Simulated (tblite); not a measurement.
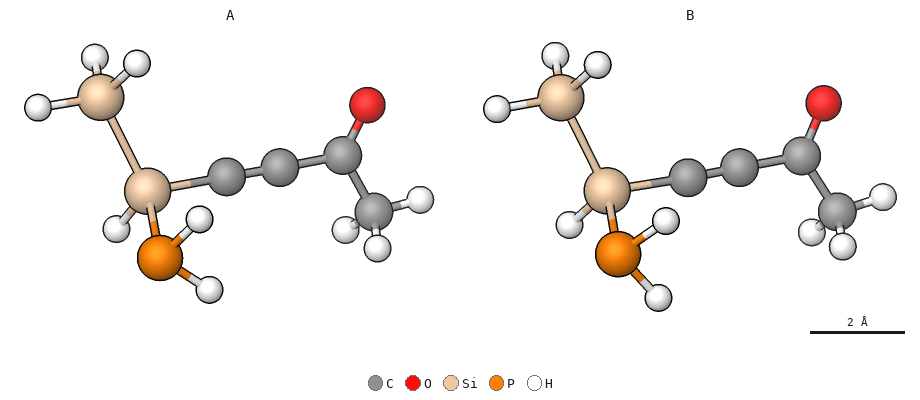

Two geometries of C₄H₉OPSi₂, drawn at one scale. One is the start of a relaxation, the other its converged end. The picture is a ball-and-stick view, seen at a tilt.

Level of theory: GFN2-xTB geometry optimisation, gas phase (tblite 0.8.0). 

Question: Which one is relaxed?

Answer: Structure A is the relaxed one. The largest move after the best rigid fit is that of an H atom, 0.29 Å. Largest moves by element: H 0.29 Å, O 0.19 Å, P 0.10 Å, C 0.07 Å, Si 0.02 Å. Near-neighbour distances that change, for instance: P–Si 2.231 → 2.260 Å, H–P 1.411 → 1.383 Å, H–Si 1.488 → 1.462 Å, Si–Si 2.303 → 2.327 Å. Bond angles that change, for instance: Si–Si–H 111.4° → 117.6°, C–Si–H 109.7° → 103.7°, C–C–C 116.7° → 113.0°. The energy falls by 0.131 eV in 74 geometry steps. The run took 1.2 s on 1 thread of Arm Neoverse N1, with other jobs on the host.
